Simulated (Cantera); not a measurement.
Input: 1 mol N₂O, a varied amount of H₂O, 0.78 mol O₂, held at 2225 °C and 13.3 mbar.

Method: chemical equilibrium by Gibbs-energy minimisation in Cantera with the NASA 1993 tables (ideal gas, pure condensed phases). Candidate condensed phases: H₂O; 24 gas species. Rates play no part.

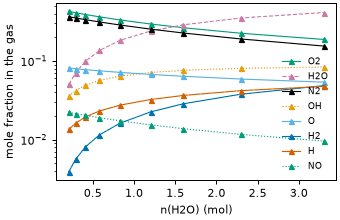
Fig. 1. Equilibrium gas composition (values under 1e-9 drawn at 1e-9)

From 0.21 mol H₂O to 3.3 mol H₂O nothing is condensed.
